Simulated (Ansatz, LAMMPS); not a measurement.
# Glassy Na2Si4O9 (90 atoms): geometry optimisation, part 2 of 3

Aim: bring glassy Na2Si4O9 (90 atoms) to a nearby minimum of the energy and see what moves.

Ansatz 0.2.0; Kohn-Sham DFT, PBE, PAW (set soft_2), plane waves.

The cell: 12 Na, 54 O and 24 Si. The quench rate of 10 K/ps is orders of magnitude faster than experiment. The network of bonds at the start is that of the classical potential that made the cell. The Brillouin zone is sampled at Γ only, in a cell whose shortest periodic width is 11 Å.

So far. Step 3 (Single point at the start): The r.m.s. force component of 1.3 eV/Å and the pressure of 4.9 GPa set the starting point.

### Step 4. Relaxation

With the cell held, the atoms are moved downhill towards a nearby minimum.

input.yaml reads:

```yaml
crystal:
  lattice:
    - [10.8166, 0.0, 0.0]
    - [0.0, 10.8166, 0.0]
    - [0.0, 0.0, 10.8166]
  atoms:
    [... the 90 atom lines of step 3 ...]
kpoints:
  mp_grid: { grid: [1, 1, 1] }
hamiltonian:
  xc: pbe
scf:
  occupations: { method: fixed }
output:
  forces: true
relax:
  f_tol: 0.05
  max_steps: 200
```

Run with:

```console
ansatz run input.yaml --threads 4 --pin off --max-ram 8192MiB --backend cpu --events-out ev --progress --plain --runs-dir out
```

Numbers of over 12 decimals in the logs are rounded to 6 here.

Log:

```text
[...]
Crystal: 90 atoms, lattice volume = 1265.530 Å³
Basis set: ecut = 420 eV, 24837 PW (Γ), exchange–correlation on 150×150×150 points (8 copies of the dense FFT grid, shifted against one another)
Bands: 354, of which v1, the nominal top of the filled ones, is band 264 counted from 1 (263 counted from 0)
Symmetry: 1 space group operations
[...]
k-points: 1
[...]
SCF iter   1: F=—  HF=-63824.555631 eV  |F-HF|=—  |Δ(HF+E_count)|=         —  Δρ=3.08e-3  dr2=2.42e-1  ethr=1.77e-3  ⟨swp⟩=5.0  Hψ=1217  notcnv=0  defer=88
[...]
SCF iter   3: F=—  HF=-63824.483225 eV  |F-HF|=—  |Δ(HF+E_count)|=   1.26e-2  Δρ=6.89e-4  dr2=1.72e-2  ethr=1.03e-5  ⟨swp⟩=3.0  Hψ=438  notcnv=0  defer=78
automatic band count: iteration 3 solves 344 bands in place of 354: the levels show a gap, and the empty bands left out lie too high to hold charge; the band table lists the bands solved (type scf.n_extra_bands for more)
SCF iter   4: F=—  HF=-63824.479097 eV  |F-HF|=—  |Δ(HF+E_count)|=   4.13e-3  Δρ=3.36e-4  dr2=1.50e-3  ethr=3.26e-6  ⟨swp⟩=2.0  Hψ=569  notcnv=0  defer=78
[...]
SCF iter   6: F=-63824.479074 eV  HF=-63824.479071 eV  |F-HF|=2.97e-6  |Δ(HF+E_count)|=   8.63e-6  Δρ=4.64e-5  dr2=2.26e-5  ethr=1.18e-8  ⟨swp⟩=3.0  Hψ=1072  notcnv=0
SCF 1 converged in 6 iterations: F = -63824.479074 eV  dr2 = 2.26e-5
[...]
relax step   1: F+E_penalty+E_count = -63824.47907440 eV  Δ(F+E_penalty+E_count) = +0.000e0 eV  max|allowed force component| = 4.919e0 eV/Å  Δτ_max = 0.0000 Å  (6 SCF iters, dr2 threshold 6.25e-5 eV, accepted)
[... from here on, the SCF cycles and remarks between the steps are left out ...]
relax step   2: F+E_penalty+E_count = -63828.13700077 eV  Δ(F+E_penalty+E_count) = -3.658e0 eV  max|allowed force component| = 3.445e0 eV/Å  Δτ_max = 0.1953 Å  (6 SCF iters, dr2 threshold 1.00e-4 eV, accepted)
relax step   3: F+E_penalty+E_count = -63830.85939432 eV  Δ(F+E_penalty+E_count) = -2.722e0 eV  max|allowed force component| = 7.564e-1 eV/Å  Δτ_max = 0.1949 Å  (7 SCF iters, dr2 threshold 1.00e-4 eV, accepted)
relax step   4: F+E_penalty+E_count = -63831.33640194 eV  Δ(F+E_penalty+E_count) = -4.770e-1 eV  max|allowed force component| = 5.797e-1 eV/Å  Δτ_max = 0.2000 Å  (7 SCF iters, dr2 threshold 3.58e-5 eV, accepted)
relax step   5: F+E_penalty+E_count = -63831.66241210 eV  Δ(F+E_penalty+E_count) = -3.260e-1 eV  max|allowed force component| = 2.596e-1 eV/Å  Δτ_max = 0.1934 Å  (7 SCF iters, dr2 threshold 2.10e-5 eV, accepted)
relax step   6: F+E_penalty+E_count = -63831.80356880 eV  Δ(F+E_penalty+E_count) = -1.412e-1 eV  max|allowed force component| = 1.910e-1 eV/Å  Δτ_max = 0.2000 Å  (7 SCF iters, dr2 threshold 1.35e-5 eV, accepted)
relax step   7: F+E_penalty+E_count = -63831.91639085 eV  Δ(F+E_penalty+E_count) = -1.128e-1 eV  max|allowed force component| = 1.624e-1 eV/Å  Δτ_max = 0.1931 Å  (7 SCF iters, dr2 threshold 7.31e-6 eV, accepted)
relax step   8: F+E_penalty+E_count = -63832.00170907 eV  Δ(F+E_penalty+E_count) = -8.532e-2 eV  max|allowed force component| = 1.368e-1 eV/Å  Δτ_max = 0.2000 Å  (7 SCF iters, dr2 threshold 1.43e-5 eV, accepted)
relax step   9: F+E_penalty+E_count = -63832.07647712 eV  Δ(F+E_penalty+E_count) = -7.477e-2 eV  max|allowed force component| = 2.810e-1 eV/Å  Δτ_max = 0.1971 Å  (7 SCF iters, dr2 threshold 1.33e-5 eV, accepted)
relax step  10: F+E_penalty+E_count = -63832.19374523 eV  Δ(F+E_penalty+E_count) = -1.173e-1 eV  max|allowed force component| = 1.508e-1 eV/Å  Δτ_max = 0.2000 Å  (7 SCF iters, dr2 threshold 5.60e-5 eV, accepted)
relax step  11: F+E_penalty+E_count = -63832.22220379 eV  Δ(F+E_penalty+E_count) = -2.846e-2 eV  max|allowed force component| = 2.061e-1 eV/Å  Δτ_max = 0.0984 Å  (7 SCF iters, dr2 threshold 6.55e-6 eV, accepted)
relax step  12: F+E_penalty+E_count = -63832.31799969 eV  Δ(F+E_penalty+E_count) = -9.580e-2 eV  max|allowed force component| = 2.094e-1 eV/Å  Δτ_max = 0.2000 Å  (7 SCF iters, dr2 threshold 1.22e-5 eV, accepted)
relax step  13: F+E_penalty+E_count = -63832.37829548 eV  Δ(F+E_penalty+E_count) = -6.030e-2 eV  max|allowed force component| = 3.007e-1 eV/Å  Δτ_max = 0.1947 Å  (6 SCF iters, dr2 threshold 4.38e-5 eV, accepted)
relax step  14: F+E_penalty+E_count = -63832.42236065 eV  Δ(F+E_penalty+E_count) = -4.407e-2 eV  max|allowed force component| = 3.173e-1 eV/Å  Δτ_max = 0.2000 Å  (5 SCF iters, dr2 threshold 9.04e-5 eV, accepted)
relax step  15: F+E_penalty+E_count = -63832.47732630 eV  Δ(F+E_penalty+E_count) = -5.497e-2 eV  max|allowed force component| = 1.620e-1 eV/Å  Δτ_max = 0.1953 Å  (5 SCF iters, dr2 threshold 1.00e-4 eV, accepted)
relax step  16: F+E_penalty+E_count = -63832.51486417 eV  Δ(F+E_penalty+E_count) = -3.754e-2 eV  max|allowed force component| = 9.848e-2 eV/Å  Δτ_max = 0.1954 Å  (7 SCF iters, dr2 threshold 6.85e-6 eV, accepted)
relax step  17: F+E_penalty+E_count = -63832.54553090 eV  Δ(F+E_penalty+E_count) = -3.067e-2 eV  max|allowed force component| = 1.236e-1 eV/Å  Δτ_max = 0.2000 Å  (8 SCF iters, dr2 threshold 2.53e-6 eV, accepted)
relax step  18: F+E_penalty+E_count = -63832.57337966 eV  Δ(F+E_penalty+E_count) = -2.785e-2 eV  max|allowed force component| = 1.106e-1 eV/Å  Δτ_max = 0.2000 Å  (8 SCF iters, dr2 threshold 5.64e-6 eV, accepted)
relax step  19: F+E_penalty+E_count = -63832.57632445 eV  Δ(F+E_penalty+E_count) = -2.945e-3 eV  max|allowed force component| = 1.791e-1 eV/Å  Δτ_max = 0.0834 Å  (6 SCF iters, dr2 threshold 9.79e-6 eV, accepted)
relax step  20: F+E_penalty+E_count = -63832.60609356 eV  Δ(F+E_penalty+E_count) = -2.977e-2 eV  max|allowed force component| = 5.841e-2 eV/Å  Δτ_max = 0.1447 Å  (6 SCF iters, dr2 threshold 2.57e-5 eV, accepted)
relax step  21: F+E_penalty+E_count = -63832.61149044 eV  Δ(F+E_penalty+E_count) = -5.397e-3 eV  max|allowed force component| = 4.772e-2 eV/Å  Δτ_max = 0.0532 Å  (9 SCF iters, accepted)
relax step  22: F+E_penalty+E_count = -63832.61396695 eV  Δ(F+E_penalty+E_count) = -2.477e-3 eV  max|allowed force component| = 3.128e-2 eV/Å  Δτ_max = 0.0516 Å  (8 SCF iters, accepted)
SCF converged after 8 iterations
Free energy (F): -63832.613967 eV
[...]
Internal energy: -63832.613967 eV  (E = F + TS)
E sigma→0 (E₀):  -63832.613967 eV
Fermi energy:    3.929192 eV
[...]
--- Forces (eV/Å), atoms counted from 1 ---
  atom   1  Na     0.00467951    -0.00378512     0.00080692
  atom   2  Na    -0.00045551    -0.00379907    -0.00218464
  atom   3  Na    -0.00301808    -0.00140979    -0.00142017
  atom   4  Na     0.00431196     0.00032310     0.00497783
  atom   5  Na     0.00939110    -0.00573910     0.00368438
  atom   6  Na    -0.00272138    -0.00297140     0.00680184
  atom   7  Na    -0.00167475     0.00103060    -0.00366344
  atom   8  Na     0.00573298     0.00474898     0.01461243
  atom   9  Na    -0.00562309    -0.00367538     0.00754406
  atom  10  Na     0.00116808     0.00485024    -0.00356250
  atom  11  Na     0.00425378     0.00654816    -0.00656239
  atom  12  Na    -0.00426987    -0.00247635    -0.00122066
  atom  13  O     -0.00654076     0.00471932     0.01202325
  atom  14  O      0.00074873     0.01578708    -0.00137109
[...]
atom  89  Si     0.01013082    -0.00357424     0.02035632
  atom  90  Si    -0.00073942    -0.00404813    -0.00181189
  max |Σ_I F_I| component: 4.98e-5 eV/Å
--- Relaxed structure (22 steps of the walk, 22 accepted, 0 SCFs on fresh bases) ---
  F+E_penalty+E_count = -63832.61396695 eV   max|allowed force component| = 3.128e-2 eV/Å
  atoms:
    - { symbol: Na, position: [0.668571, 1.038348, 0.489833] }
    - { symbol: Na, position: [0.952247, 0.766940, 0.870384] }
    - { symbol: Na, position: [0.525548, 0.912559, 0.070420] }
    - { symbol: Na, position: [0.376065, 0.234977, 0.924581] }
[...]
- { symbol: Si, position: [0.664198, 0.696600, 0.856997] }
```

Wall time 3.2 min (4 threads of Arm Neoverse V1, shared host); peak memory 1.4 GiB; 12 min of CPU time.

The steps of the relaxation:

```csv
step,energy less that of the first step (eV),largest force component (eV/Å)
1,0.0000,4.9186
2,-3.6579,3.4452
3,-6.3803,0.7564
4,-6.8573,0.5797
5,-7.1833,0.2596
6,-7.3245,0.1910
7,-7.4373,0.1624
8,-7.5226,0.1368
9,-7.5974,0.2810
10,-7.7147,0.1508
11,-7.7431,0.2061
12,-7.8389,0.2094
13,-7.8992,0.3007
14,-7.9433,0.3173
15,-7.9983,0.1620
16,-8.0358,0.0985
17,-8.0665,0.1236
18,-8.0943,0.1106
19,-8.0972,0.1791
20,-8.1270,0.0584
21,-8.1324,0.0477
22,-8.1349,0.0313
```

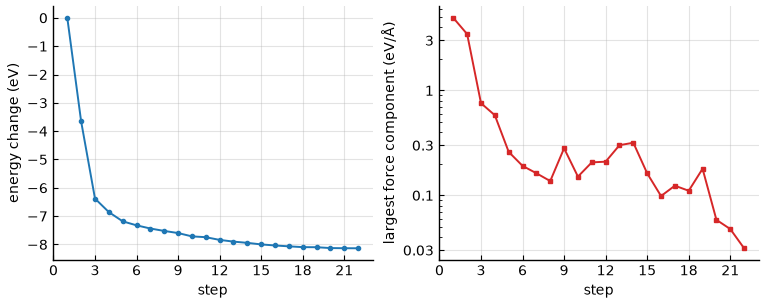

Energy and largest force along the relaxation.

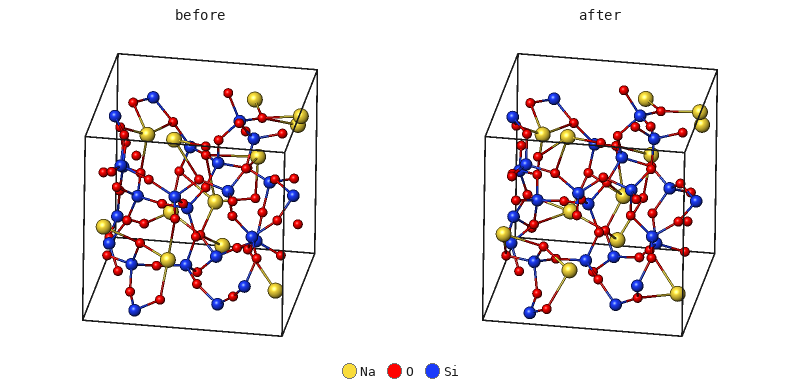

The structure before and after the relaxation, drawn at the same scale. Bonds to atoms that aren't drawn are left out.

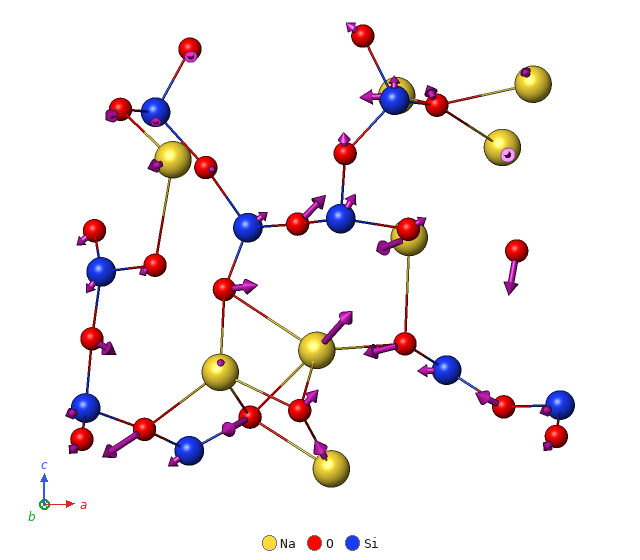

Displacements in the relaxation, scaled; the longest in the cell stands for 1.28 Å. Drawn is a slice 5 Å thick, seen along the normal of the ac plane. Bonds to atoms that aren't drawn are left out.

The atoms that moved most (Å):

```csv
atom,dx,dy,dz,length
Na8,0.569,-0.848,0.768,1.278
O59,-0.759,0.578,-0.574,1.113
O43,-0.583,-0.831,-0.225,1.040
Na1,-0.494,0.777,-0.287,0.965
O55,-0.724,0.386,-0.219,0.849
O66,-0.149,-0.106,-0.787,0.808
Na5,0.203,-0.693,-0.282,0.775
O44,0.510,0.207,0.490,0.737
```

The relaxation changed the energy by -90.4 meV/atom, and atoms moved by 0.45 Å r.m.s., 1.3 Å at most.

### Step 5. Local order after relaxation

Bonds before and after, by the cutoffs listed below:

```csv
pair,bonds before,bonds after,mean before (Å),mean after (Å),spread before (Å),spread after (Å)
O-Si,96,96,1.620,1.640,0.052,0.035
```

Density 2.38 g/cm³, 14.06 Å³ an atom.

Pair distribution functions g(r), in bins of 0.2 Å:

```csv
r (Å),total,O-O,O-Si,O-Na,Si-Si,Si-Na,Na-Na
1.50,0.75,0.00,2.35,0.00,0.00,0.00,0.00
1.70,3.71,0.00,11.62,0.00,0.00,0.00,0.00
1.90,0.00,0.00,0.00,0.00,0.00,0.00,0.00
2.10,0.11,0.00,0.00,0.68,0.00,0.00,0.00
2.30,0.52,0.00,0.00,3.26,0.00,0.00,0.00
2.50,0.74,1.15,0.00,2.04,0.00,0.00,0.00
2.70,2.16,5.47,0.00,1.06,0.00,0.23,0.00
2.90,0.50,0.62,0.05,0.72,1.03,0.81,0.79
3.10,0.86,0.54,0.12,0.65,4.97,1.66,2.98
3.30,0.96,0.79,0.75,0.42,1.66,2.56,3.85
3.50,0.88,0.65,1.11,0.51,0.00,2.57,1.68
3.70,0.93,0.63,1.25,1.02,0.00,1.91,0.52
3.90,1.03,0.63,1.72,0.97,0.56,0.82,0.00
4.10,1.24,0.74,2.00,1.44,0.31,0.62,2.10
4.30,1.23,0.86,1.71,1.34,1.43,0.57,0.79
4.50,0.87,0.90,0.66,1.19,1.03,0.95,0.00
4.70,0.90,1.23,0.60,1.12,0.80,0.32,0.64
4.90,1.10,1.41,0.89,0.97,1.39,0.81,0.28
5.10,1.15,1.55,0.69,1.14,1.14,1.29,0.54
5.30,0.93,1.10,0.63,0.91,1.43,0.94,1.23
```

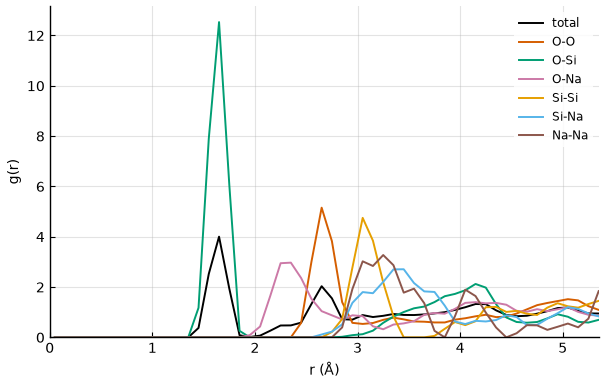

Pair distribution functions, lightly smoothed.

Bonds by pair of elements; cutoffs follow the first minimum of g(r), held within bounds set by covalent radii, and pairs that aren't listed don't count as bonded:

```csv
pair A-B,cutoff (Å),bonds,mean length (Å),spread (Å),shortest (Å),B about A,A about B
O-Si,2.12,96,1.64,0.035,1.56,1.78,4
O-Na,2.83,52,2.41,0.182,2.09,0.963,4.33
```

The cutoff for O-Na falls short of the minimum of g(r), so counts run low and odd coordinations can be artefacts.

How many atoms have how many bonded neighbours:

```csv
element,mean,2,3,4,5,6
Na,4.33,0,1,7,3,1
O,2.74,23,23,7,1,0
Si,4,0,0,24,0,0
```

Bond angles, per cent of each kind in bins of 5°:

```csv
angle (°),O-Si-O,O-Na-O,Na-O-Si,Si-O-Si,Na-O-Na
55–60,0.0,1.1,0.0,0.0,0.0
60–65,0.0,8.9,0.0,0.0,0.0
65–70,0.0,4.4,0.0,0.0,3.3
70–75,0.0,0.0,0.0,0.0,3.3
75–80,0.0,2.2,2.8,0.0,6.7
80–85,0.0,5.6,2.8,0.0,13.3
85–90,0.0,7.8,8.3,0.0,23.3
90–95,0.0,10.0,6.9,0.0,10.0
95–100,2.1,6.7,12.5,0.0,6.7
100–105,17.4,10.0,4.2,0.0,6.7
105–110,40.3,6.7,11.1,0.0,3.3
110–115,25.7,5.6,16.7,0.0,3.3
115–120,12.5,6.7,9.7,2.4,0.0
120–125,2.1,5.6,2.8,7.1,6.7
125–130,0.0,5.6,4.2,2.4,3.3
130–135,0.0,2.2,8.3,16.7,6.7
135–140,0.0,0.0,1.4,28.6,0.0
140–145,0.0,1.1,4.2,4.8,0.0
145–150,0.0,0.0,1.4,11.9,0.0
150–155,0.0,3.3,0.0,4.8,0.0
155–160,0.0,1.1,0.0,4.8,3.3
160–165,0.0,2.2,2.8,2.4,0.0
165–170,0.0,1.1,0.0,9.5,0.0
170–175,0.0,2.2,0.0,4.8,0.0
```

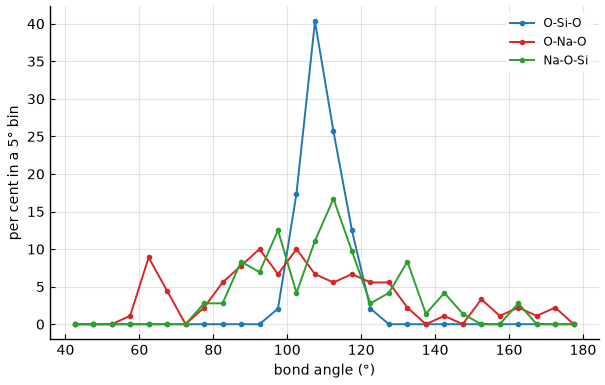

Distributions of the most common bond angles.

Bond angles (no mean is given where the spread exceeds 20°):

```csv
angle,count,mean (°),spread (°)
O-Si-O,144,109,4.9
O-Na-O,90,-,-
Na-O-Si,72,110,18.7
Si-O-Si,42,143,14
Na-O-Na,30,-,-
```

Oxygen atoms by the number of network formers (Si, P, Ge, B, Al, As, Ga) bound to them:

```csv
network formers bound to O,O atoms,per cent
0,0,0
1,12,22.2
2,42,77.8
```

Network units: each former by its oxygen neighbours and how many of them bridge to another former:

```csv
former,O neighbours,bridging O,atoms
Si,4,2,1
Si,4,3,10
Si,4,4,13
```

Bond length by coordination (bonds to H left out):

```csv
element,coordination,atoms,mean bond length (Å)
Na,3,1,2.27
Na,4,7,2.39
Na,5,3,2.44
Na,6,1,2.54
O,2,23,1.64
O,3,23,1.97
O,4,7,2.14
O,5,1,2.29
```

Rings of the network by King's shortest-path rule, up to 12 atoms, one path for each pair of neighbours; H, halogens, alkali and alkaline-earth atoms are left out, and the last column divides by all other atoms, bonded or not:

```csv
ring size (atoms),rings,per network atom
8,4,0.051
10,4,0.051
12,5,0.064
```

First main peaks of g(r), for some of the pairs, lie near 2.7 Å (O-O), 1.6 Å (O-Si), 2.3 Å (O-Na), 3.1 Å (Si-Si), 3.4 Å (Si-Na) and 3.3 Å (Na-Na). The O-Si-O angle averages 109° with a spread of 5°. 78 % of the oxygens bridge two formers (Si) and 22 % are non-bridging. The commonest Si unit has 4 oxygens, 4 of them shared with other formers (13 of 24 atoms). Rings of 12 atoms are the most common (38 % of those counted); sizes run from 8 to 12, where the search stops.

(Continued in part 3 of 3.)

[Logs are printed without paths, hosts, clocks, repeated set-up lines and the standing remarks that a program may print on its own settings, such as how far it seeks lower states.]

[Hosts, paths, dates, database ids (printed as entryN), source tags and the programs' standing remarks are cut or masked in the printed files.]
